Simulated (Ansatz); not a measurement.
A series of calculations on C2H4BFS

**1. Relaxation**

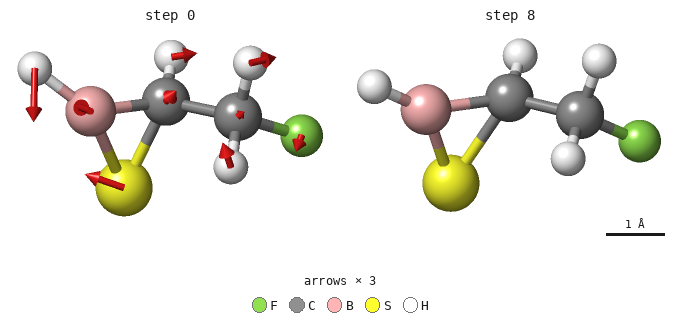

The structure of C$_{2}$H$_{4}$BFS before (left) and after (right) a relaxation, at one scale. The red arrows give the displacements, 3 times their true length.

A ball-and-stick model, seen from a free direction.

The run prepares an end point of a later path (torsion) calculation, from a guessed geometry.

These are results of Ansatz, RKS r2SCANh-D4/def2-SVP, not measurements. Settings: no spin polarisation; force threshold 0.015 eV/Å; at most 40 steps.

Question: Describe what moved and what it gained.

Answer: Over 8 geometry steps the energy falls by 136.3 kJ/mol. The largest force component goes from 3.3 to 0.015 eV/Å. The largest move after the best rigid fit is that of an H atom, 0.33 Å. Largest moves by element: H 0.33 Å, B 0.26 Å, S 0.24 Å, C 0.12 Å, F 0.11 Å. Some distances before and after: B–S 1.987 → 1.742 Å, C–S 1.741 → 1.887 Å, B–H 1.258 → 1.192 Å, C–C 1.545 → 1.496 Å. Bond angles that change, for instance: B–C–S 73.9° → 60.1°, C–C–B 110.6° → 124.1°, C–B–S 57.4° → 69.9°. Groups turn about B–S by about 55°.

**2. Relaxation**

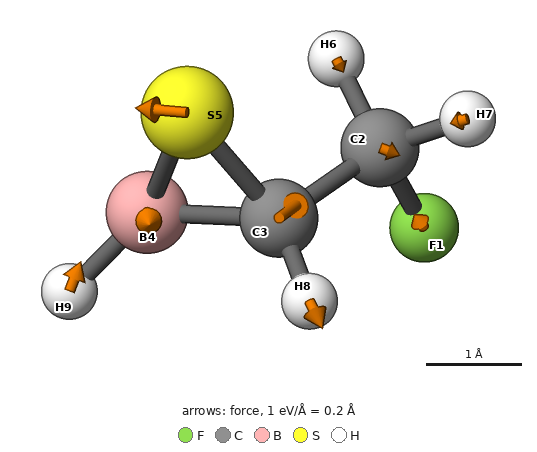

Starting geometry of C₂H₄BFS with the computed forces as orange arrows. A ball-and-stick model, seen from a free direction.

The run prepares an end point of a later path (torsion) calculation, from a guessed geometry.

Theory: Ansatz 0.2.0, RKS r2SCANh-D4/def2-SVP. Settings: no spin polarisation; force threshold 0.015 eV/Å; at most 40 steps.

**What follows when this structure is relaxed?**

It isn't relaxed: the largest force vector, on C3, is 3.93 eV/Å. The final displacements follow the starting forces only in part (cosine between the two patterns 0.69). The atom that moves furthest after the best rigid fit is H9 (0.27 Å). Largest moves by element: H 0.27 Å, B 0.26 Å, S 0.24 Å, C 0.11 Å, F 0.08 Å. Some distances before and after: B4–S5 1.987 → 1.749 Å, C3–S5 1.741 → 1.879 Å, B4–H9 1.258 → 1.191 Å, C3–H8 1.052 → 1.097 Å. Bond angles that change, for instance: B4–C3–S5 73.9° → 60.6°, C2–C3–B4 110.6° → 123.0°, C3–B4–H9 136.2° → 148.4°. Groups turn about B4–S5 by about 55°. The energy falls by 1.292 eV in 5 accepted moves (6 points after the start). The largest force component goes from 3.3 to 0.012 eV/Å. The line search rejected the trial step at point 3 of the run. Cost: 28 s on 2 threads of Arm Neoverse V1 (shared host), peak memory 0.21 GiB.

**3. Path**

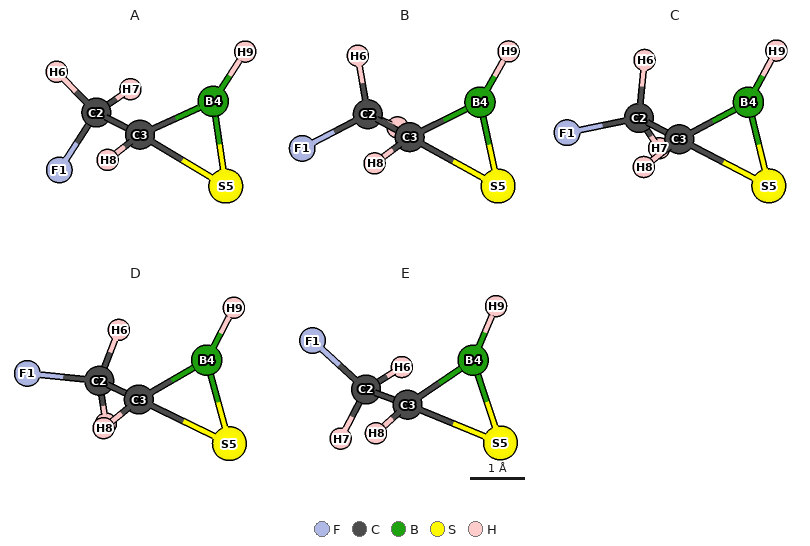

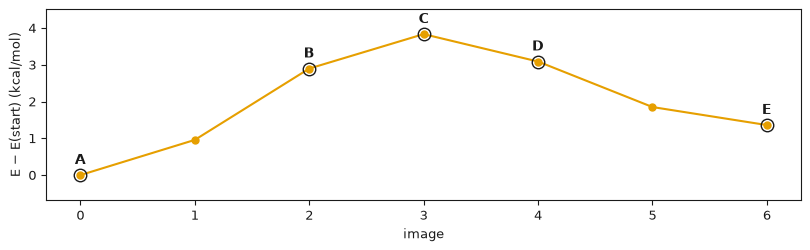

NEB run on C₂H₄BFS. Images are numbered from 0 (start) to 6 (end). Frames A to E are images 0, 2, 3, 4, 6. The picture is a ball-and-stick view, seen at a tilt.

All numbers below come from Ansatz 0.2.0, RKS r2SCANh-D4/def2-SVP. Set-up: 5 movable images; climbing image; force threshold 0.05 eV/Å; iteration limit 60; starting path through a guess of the saddle point.

Q: Describe the mechanism and the energy profile.

A: The motion is a rotation about the C2–C3 bond by about 125°. No bond forms or breaks between the ends. Among the angles between lasting bonds that change up to the highest image: C3–C2–H6 108.7° → 111.5°, F1–C2–C3 111.4° → 109.3°. Forward barrier 3.83 kcal/mol, backward barrier 2.47 kcal/mol, with image 3 at the top; the reaction energy is +1.36 kcal/mol. The band converged in 6 iterations. The largest component of the band force went from 4.6 to 0.024 eV/Å. The climbing image converged on the top of the path. Its vibrational analysis gives one imaginary mode (116i cm⁻¹), as a transition state must have.
